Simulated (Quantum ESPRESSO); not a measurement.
# MnS (Browneite): which magnetic order is lowest

Wanted: the moments of MnS (Browneite) and the energy of each order that was tried.

Calculated with Quantum ESPRESSO 7.5; LDA; plane waves with GBRV 1.5 LDA potentials, no spin-orbit coupling.

### 1. Set-up

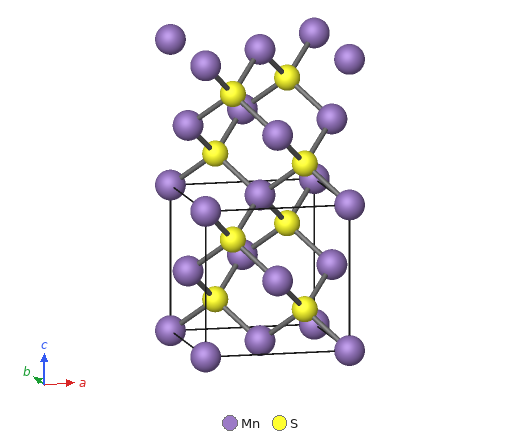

The cell as given, slightly off an axis (manganese light purple, sulfur yellow). 1×1×2 cells are drawn. This picture shows the conventional cell, with its axes. Bonds to atoms that aren't drawn are left out. Some periodic images of atoms are drawn too.

The cell comes from the Crystallography Open Database.

### 2. Run 1, typed as ferro +

The signs are those of the starting moments on the seeded atoms, the atoms that are given a moment.

The input, pw.in:

```
&CONTROL
  calculation = 'scf'
  prefix = 'pwscf'
  outdir = './tmp'
  pseudo_dir = './pseudo'
  disk_io = 'nowf'
/
&SYSTEM
  ibrav = 0
  nat = 2
  ntyp = 2
  ecutwfc = 40
  ecutrho = 280
  nbnd = 19
  occupations = 'smearing'
  smearing = 'fd'
  degauss = 0.00367493
  nspin = 2
  starting_magnetization(1) = 0.3
  starting_magnetization(2) = 0
/
&ELECTRONS
  conv_thr = 4d-09
  electron_maxstep = 150
  mixing_beta = 0.3
/
ATOMIC_SPECIES
Mn     54.9380 mn_lda_v1.5.uspp.F.UPF
S      32.0600 s_lda_v1.4.uspp.F.UPF
CELL_PARAMETERS angstrom
   0.0000000000    2.8000000000    2.8000000000
   2.8000000000    0.0000000000    2.8000000000
   2.8000000000    2.8000000000    0.0000000000
ATOMIC_POSITIONS crystal
Mn      0.0000000000    0.0000000000    0.0000000000
S       0.2500000000    0.2500000000    0.2500000000
K_POINTS automatic
6 6 6 0 0 0
```

Launch:

```sh
$ OMP_NUM_THREADS=1 mpirun -n 4 pw.x -nk 4 -in pw.in > pw.out
```

The log of the run:

```text
Program PWSCF v.7.5 starts

     Message from routine setup:
     using ibrav=0 with symmetry is DISCOURAGED, use correct ibrav instead

     K-points division:     npool     =       4
     Subspace diagonalization in iterative solution of the eigenvalue problem:

     G-vector sticks info
     --------------------
     sticks:   dense  smooth     PW     G-vecs:    dense   smooth      PW
     Sum        1069     613    199                23409    10081    1807

     Using Slab Decomposition

     bravais-lattice index     =            0
     lattice parameter (alat)  =       7.4829  a.u.
     unit-cell volume          =     296.2789 (a.u.)^3
     number of atoms/cell      =            2
     number of atomic types    =            2
     number of electrons       =        21.00
     number of Kohn-Sham states=           19
     kinetic-energy cutoff     =      40.0000  Ry
     charge density cutoff     =     280.0000  Ry
     scf convergence threshold =      4.0E-09
     mixing beta               =       0.3000
     number of iterations used =            8  plain     mixing
     Exchange-correlation=  SLA  PZ   NOGX NOGC
                           (   1   1   0   0   0   0   0)

     celldm(1)=   7.482934  celldm(2)=   0.000000  celldm(3)=   0.000000
     celldm(4)=   0.000000  celldm(5)=   0.000000  celldm(6)=   0.000000

     crystal axes: (cart. coord. in units of alat)
               a(1) = (   0.000000   0.707107   0.707107 )
               a(2) = (   0.707107   0.000000   0.707107 )
               a(3) = (   0.707107   0.707107   0.000000 )

     reciprocal axes: (cart. coord. in units 2 pi/alat)
               b(1) = ( -0.707107  0.707107  0.707107 )
               b(2) = (  0.707107 -0.707107  0.707107 )
               b(3) = (  0.707107  0.707107 -0.707107 )

     PseudoPot. # 1 for Mn read from file:
     mn_lda_v1.5.uspp.F.UPF
     Pseudo is Ultrasoft + core correction, Zval = 15.0
     Generated by new atomic code, or converted to UPF format
     Using radial grid of  859 points,  6 beta functions with:
                l(1) =   0
                l(2) =   0
                l(3) =   1
                l(4) =   1
                l(5) =   2
                l(6) =   2
     Q(r) pseudized with  8 coefficients,  rinner =    0.950   0.950   0.950
                                                       0.950   0.950

     PseudoPot. # 2 for S  read from file:
     s_lda_v1.4.uspp.F.UPF
     Pseudo is Ultrasoft + core correction, Zval =  6.0
     Generated by new atomic code, or converted to UPF format
     Using radial grid of  907 points,  6 beta functions with:
                l(1) =   0
                l(2) =   0
                l(3) =   1
                l(4) =   1
                l(5) =   2
                l(6) =   2
     Q(r) pseudized with  8 coefficients,  rinner =    1.300   1.300   1.300
                                                       1.300   1.300

     atomic species   valence    mass     pseudopotential
     Mn               15.00    54.93800     Mn( 1.00)
     S                 6.00    32.06000     S ( 1.00)

     Starting magnetic structure
     atomic species   magnetization
     Mn              0.300
     S               0.000

     24 Sym. Ops. (no inversion) found

   Cartesian axes

     site n.     atom                  positions (alat units)
         1        Mn     tau(   1) = (   0.0000000   0.0000000   0.0000000  )
         2        S      tau(   2) = (   0.3535534   0.3535534   0.3535534  )

     number of k points=    16  Fermi-Dirac smearing, width (Ry)=  0.0037
                       cart. coord. in units 2pi/alat
        k(    1) = (   0.0000000   0.0000000   0.0000000), wk =   0.0046296
        k(    2) = (   0.1178511   0.1178511  -0.1178511), wk =   0.0370370
        k(    3) = (   0.2357023   0.2357023  -0.2357023), wk =   0.0370370
        k(    4) = (  -0.3535534  -0.3535534   0.3535534), wk =   0.0185185
        k(    5) = (   0.2357023   0.0000000  -0.0000000), wk =   0.0277778
        [... 11 further k-points ...]

     Dense  grid:    23409 G-vectors     FFT dimensions: (  40,  40,  40)

     Smooth grid:    10081 G-vectors     FFT dimensions: (  32,  32,  32)

     Check: negative core charge=   -0.000033
     Generating pointlists ...
     new r_m :   0.2526 (alat units)  1.8902 (a.u.) for type    1
     new r_m :   0.2526 (alat units)  1.8902 (a.u.) for type    2

     Initial potential from superposition of free atoms

     starting charge      20.4999, renormalised to      21.0000
     Starting wfcs are   17 randomized atomic wfcs +    2 random wfcs

     Self-consistent Calculation

     iteration #  1     ecut=    40.00 Ry     beta= 0.30
     Davidson diagonalization with overlap
     ethr =  1.00E-02,  avg # of iterations =  6.3

     total energy              =    -235.10097276 Ry
     estimated scf accuracy    <       0.76633349 Ry

     total magnetization       =     4.41 Bohr mag/cell
     absolute magnetization    =     4.41 Bohr mag/cell

     iteration #  2     ecut=    40.00 Ry     beta= 0.30
     Davidson diagonalization with overlap
     ethr =  3.65E-03,  avg # of iterations =  1.8

     total energy              =    -235.28334615 Ry
     estimated scf accuracy    <       0.08175981 Ry

     total magnetization       =     4.55 Bohr mag/cell
     absolute magnetization    =     4.55 Bohr mag/cell

     iteration #  3     ecut=    40.00 Ry     beta= 0.30
     Davidson diagonalization with overlap
     ethr =  3.89E-04,  avg # of iterations =  2.1

     total energy              =    -235.29762449 Ry
     estimated scf accuracy    <       0.00995568 Ry

     total magnetization       =     4.71 Bohr mag/cell
     absolute magnetization    =     4.71 Bohr mag/cell

     [... further iterations left out ...]

     iteration #  8     ecut=    40.00 Ry     beta= 0.30
     Davidson diagonalization with overlap
     ethr =  8.63E-09,  avg # of iterations =  2.4

     negative rho (up, down):  0.000E+00 2.876E-04

     total energy              =    -235.29916732 Ry
     estimated scf accuracy    <       0.00000006 Ry

     total magnetization       =     4.72 Bohr mag/cell
     absolute magnetization    =     4.72 Bohr mag/cell

     iteration #  9     ecut=    40.00 Ry     beta= 0.30
     Davidson diagonalization with overlap
     ethr =  2.68E-10,  avg # of iterations =  3.5

     negative rho (up, down):  0.000E+00 2.875E-04

     total energy              =    -235.29916736 Ry
     estimated scf accuracy    <       0.00000003 Ry

     total magnetization       =     4.72 Bohr mag/cell
     absolute magnetization    =     4.72 Bohr mag/cell

     iteration # 10     ecut=    40.00 Ry     beta= 0.30
     Davidson diagonalization with overlap
     ethr =  1.34E-10,  avg # of iterations =  2.1

     negative rho (up, down):  0.000E+00 2.872E-04

     total energy              =    -235.29916737 Ry
     estimated scf accuracy    <       0.00000001 Ry

     total magnetization       =     4.72 Bohr mag/cell
     absolute magnetization    =     4.72 Bohr mag/cell

     iteration # 11     ecut=    40.00 Ry     beta= 0.30
     Davidson diagonalization with overlap
     ethr =  7.13E-11,  avg # of iterations =  1.1

     negative rho (up, down):  0.000E+00 2.871E-04

     Magnetic moment per site  (integrated on atomic sphere of radius R)
     atom   1 (R=0.253)  charge= 12.9577  magn=  4.0177
     atom   2 (R=0.253)  charge=  4.1735  magn=  0.1132

     End of self-consistent calculation

     [... lines left out ...]
     the Fermi energy is     6.9570 ev

!    total energy              =    -235.29916737 Ry
     estimated scf accuracy    <          2.3E-09 Ry
     smearing contrib. (-TS)   =      -0.00076946 Ry
     internal energy E=F+TS    =    -235.29839791 Ry

     The total energy is F=E-TS. E is the sum of the following terms:
     one-electron contribution =    -158.27566317 Ry
     hartree contribution      =      84.39600391 Ry
     xc contribution           =     -34.69993434 Ry
     ewald contribution        =    -126.71880431 Ry

     total magnetization       =     4.72 Bohr mag/cell
     absolute magnetization    =     4.72 Bohr mag/cell

     convergence has been achieved in  11 iterations

=------------------------------------------------------------------------------=
   JOB DONE.
=------------------------------------------------------------------------------=
```

Run time: 4.5 s. Hardware: 4 MPI ranks of Intel Xeon Platinum 8559C (Emerald Rapids), shared host; peak memory 0.35 GiB.

Spin moment in the atom's sphere by atom:

| atom | spin moment in the atom's sphere (μB) |
| --- | --- |
| Mn1 | 4.02 |
| S2 | 0.11 |

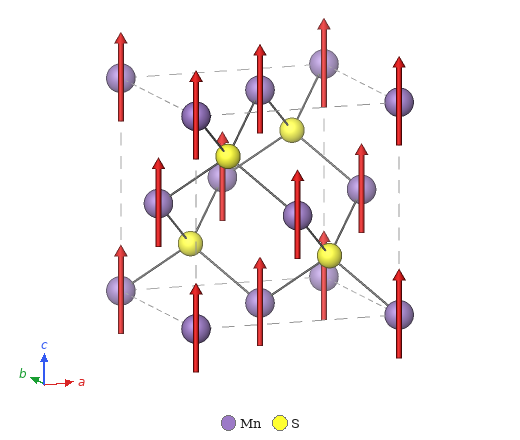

Spin moment in the atom's sphere as arrows, the longest 4.02 μB. Up and down stand for the sign. Arrows give size and sign along the axis of quantisation, drawn up and down the page. Bonds to atoms that aren't drawn are left out. Some periodic images of atoms are drawn too.

This step gave:

| Property | Result |
| --- | --- |
| smearing term TS | 0.01047 eV |
| magnetization | 4.725 μB |
| absolute magnetization | 4.725 μB |
| final state | ferromagnetic |

### 3. Start 2: antiferro q=(0,1/2,1/2) +−

This order needs a doubled cell of 4 atoms. The wavevector q is in fractions of the reciprocal vectors of the crystal's primitive cell, as the cells of these inputs are built from it; moments change sign between cells as cos(2π q·R).

The input, pw.in:

```
&CONTROL
  calculation = 'scf'
  prefix = 'pwscf'
  outdir = './tmp'
  pseudo_dir = './pseudo'
  disk_io = 'nowf'
/
&SYSTEM
  ibrav = 0
  nat = 4
  ntyp = 3
  ecutwfc = 40
  ecutrho = 280
  nbnd = 30
  occupations = 'smearing'
  smearing = 'fd'
  degauss = 0.00367493
  nspin = 2
  starting_magnetization(1) = 0.3
  starting_magnetization(2) = -0.3
  starting_magnetization(3) = 0
/
&ELECTRONS
  conv_thr = 8d-09
  electron_maxstep = 150
  mixing_beta = 0.3
/
ATOMIC_SPECIES
Mn1    54.9380 mn_lda_v1.5.uspp.F.UPF
Mn2    54.9380 mn_lda_v1.5.uspp.F.UPF
S      32.0600 s_lda_v1.4.uspp.F.UPF
CELL_PARAMETERS angstrom
   0.0000000000    2.8000000000    2.8000000000
   5.6000000000    0.0000000000    5.6000000000
   5.6000000000    2.8000000000    2.8000000000
ATOMIC_POSITIONS crystal
Mn1     0.0000000000    0.0000000000    0.0000000000
Mn2     0.0000000000    0.5000000000    0.0000000000
S       0.2500000000    0.0000000000    0.2500000000
S       0.2500000000    0.5000000000    0.2500000000
K_POINTS automatic
6 3 6 0 0 0
```

The log of the run:

```text
[banner, memory and clock lines left out]
Program PWSCF v.7.5 starts

     Message from routine setup:
     using ibrav=0 with symmetry is DISCOURAGED, use correct ibrav instead

     bravais-lattice index     =            0
     lattice parameter (alat)  =       7.4829  a.u.
     unit-cell volume          =     592.5578 (a.u.)^3
     number of atoms/cell      =            4
     number of atomic types    =            3
     number of electrons       =        42.00
     number of Kohn-Sham states=           30
     kinetic-energy cutoff     =      40.0000  Ry
     charge density cutoff     =     280.0000  Ry
     scf convergence threshold =      8.0E-09
     mixing beta               =       0.3000
     number of iterations used =            8  plain     mixing
     Exchange-correlation=  SLA  PZ   NOGX NOGC
                           (   1   1   0   0   0   0   0)

     celldm(1)=   7.482934  celldm(2)=   0.000000  celldm(3)=   0.000000
     celldm(4)=   0.000000  celldm(5)=   0.000000  celldm(6)=   0.000000

     crystal axes: (cart. coord. in units of alat)
               a(1) = (   0.000000   0.707107   0.707107 )
               a(2) = (   1.414214   0.000000   1.414214 )
               a(3) = (   1.414214   0.707107   0.707107 )

     reciprocal axes: (cart. coord. in units 2 pi/alat)
               b(1) = ( -0.707107  0.707107  0.707107 )
               b(2) = (  0.000000 -0.707107  0.707107 )
               b(3) = (  0.707107  0.707107 -0.707107 )

     PseudoPot. # 1 for Mn read from file:
     mn_lda_v1.5.uspp.F.UPF
     Pseudo is Ultrasoft + core correction, Zval = 15.0

     PseudoPot. # 2 for Mn read from file:
     mn_lda_v1.5.uspp.F.UPF
     Pseudo is Ultrasoft + core correction, Zval = 15.0

     PseudoPot. # 3 for S  read from file:
     s_lda_v1.4.uspp.F.UPF
     Pseudo is Ultrasoft + core correction, Zval =  6.0

     atomic species   valence    mass     pseudopotential
     Mn1              15.00    54.93800     Mn( 1.00)
     Mn2              15.00    54.93800     Mn( 1.00)
     S                 6.00    32.06000     S ( 1.00)

     Starting magnetic structure
     atomic species   magnetization
     Mn1             0.300
     Mn2            -0.300
     S               0.000

      8 Sym. Ops. (no inversion) found

   Cartesian axes

     site n.     atom                  positions (alat units)
         1        Mn1    tau(   1) = (   0.0000000   0.0000000   0.0000000  )
         2        Mn2    tau(   2) = (   0.7071068   0.0000000   0.7071068  )
         3        S      tau(   3) = (   0.3535534   0.3535534   0.3535534  )
         4        S      tau(   4) = (   1.0606602   0.3535534   1.0606602  )

     number of k points=    20  Fermi-Dirac smearing, width (Ry)=  0.0037
                       cart. coord. in units 2pi/alat
        k(    1) = (   0.0000000   0.0000000   0.0000000), wk =   0.0092593
        k(    2) = (   0.1178511   0.1178511  -0.1178511), wk =   0.0740741
        k(    3) = (   0.2357023   0.2357023  -0.2357023), wk =   0.0740741
        k(    4) = (  -0.3535534  -0.3535534   0.3535534), wk =   0.0185185
        k(    5) = (   0.0000000  -0.2357023   0.2357023), wk =   0.0370370
        [... 15 further k-points ...]

     Dense  grid:    46901 G-vectors     FFT dimensions: (  40,  80,  72)

     Smooth grid:    20215 G-vectors     FFT dimensions: (  32,  64,  54)

     Check: negative core charge=   -0.000033
     Generating pointlists ...
     new r_m :   0.2526 (alat units)  1.8902 (a.u.) for type    1
     new r_m :   0.2526 (alat units)  1.8902 (a.u.) for type    2
     new r_m :   0.2526 (alat units)  1.8902 (a.u.) for type    3

     Initial potential from superposition of free atoms

     starting charge      40.9998, renormalised to      42.0000
     Starting wfcs are   34 randomized atomic wfcs

     Self-consistent Calculation

     iteration #  1     ecut=    40.00 Ry     beta= 0.30
     Davidson diagonalization with overlap
     ethr =  1.00E-02,  avg # of iterations =  4.2

     total energy              =    -470.32963437 Ry
     estimated scf accuracy    <       1.31463883 Ry

     total magnetization       =    -0.00 Bohr mag/cell
     absolute magnetization    =     8.58 Bohr mag/cell

     iteration #  2     ecut=    40.00 Ry     beta= 0.30
     Davidson diagonalization with overlap
     ethr =  3.13E-03,  avg # of iterations =  2.0

     total energy              =    -470.62780131 Ry
     estimated scf accuracy    <       0.07692066 Ry

     total magnetization       =    -0.00 Bohr mag/cell
     absolute magnetization    =     8.55 Bohr mag/cell

     [... further iterations left out ...]

     iteration # 10     ecut=    40.00 Ry     beta= 0.30
     Davidson diagonalization with overlap
     ethr =  2.00E-09,  avg # of iterations =  3.0

     negative rho (up, down):  1.317E-04 1.317E-04

     total energy              =    -470.64379546 Ry
     estimated scf accuracy    <       0.00000062 Ry

     total magnetization       =     0.00 Bohr mag/cell
     absolute magnetization    =     8.74 Bohr mag/cell

     iteration # 11     ecut=    40.00 Ry     beta= 0.30
     Davidson diagonalization with overlap
     ethr =  1.48E-09,  avg # of iterations =  1.9

     negative rho (up, down):  1.315E-04 1.315E-04

     Magnetic moment per site  (integrated on atomic sphere of radius R)
     atom   1 (R=0.253)  charge= 12.9686  magn=  3.8865
     atom   2 (R=0.253)  charge= 12.9685  magn= -3.8865
     atom   3 (R=0.253)  charge=  4.1648  magn=  0.0000
     atom   4 (R=0.253)  charge=  4.1648  magn=  0.0000

     End of self-consistent calculation

     [... lines left out ...]
     the Fermi energy is     6.8683 ev

!    total energy              =    -470.64379556 Ry
     estimated scf accuracy    <          6.6E-09 Ry
     smearing contrib. (-TS)   =      -0.00000022 Ry
     internal energy E=F+TS    =    -470.64379534 Ry

     The total energy is F=E-TS. E is the sum of the following terms:
     one-electron contribution =    -316.75075625 Ry
     hartree contribution      =     168.90117018 Ry
     xc contribution           =     -69.35660065 Ry
     ewald contribution        =    -253.43760863 Ry

     total magnetization       =    -0.00 Bohr mag/cell
     absolute magnetization    =     8.74 Bohr mag/cell

     convergence has been achieved in  11 iterations
```

Run time: 18 s. Hardware: 4 MPI ranks; peak memory 0.56 GiB; 72 s of CPU time.

Spin moment in the atom's sphere by atom:

| atom | spin moment in the atom's sphere (μB) |
| --- | --- |
| Mn1 | 3.89 |
| Mn2 | -3.89 |
| S3 | 0.00 |
| S4 | 0.00 |

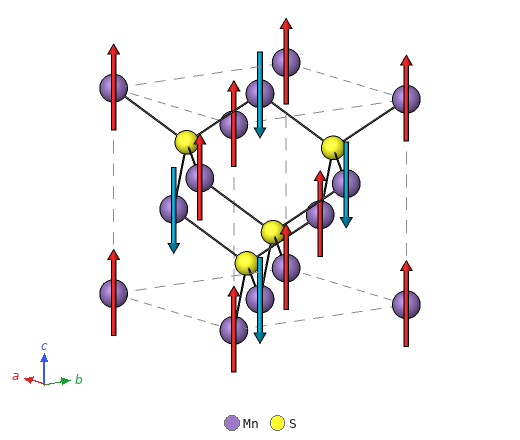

Spin moment in the atom's sphere as arrows, the longest 3.89 μB. Up and down stand for the sign. Arrows give size and sign along the axis of quantisation, drawn up and down the page. The two directions have two colours. Bonds to atoms that aren't drawn are left out. Some periodic images of atoms are drawn too.

Read from the output:

```yaml
smearing_term_ts: 3.06e-6 eV
magnetization: 0 μB
absolute_magnetization: 8.745 μB
final_state: antiferromagnetic
```

(Continued in part 2 of 2.)

[Logs and program files are shortened in this print: banners, set-up blocks, solver, clock and traceback lines can be left out without a mark of their own.]

[Logs are printed without paths, hosts, clocks, repeated set-up lines and the standing remarks that a program may print on its own settings, such as how far it seeks lower states.]

[Hosts, paths, dates, database ids (printed as entryN), source tags and the programs' standing remarks are cut or masked in the printed files.]

[Where a cell is said to come from a database of computed structures, the database is the Materials Project.]
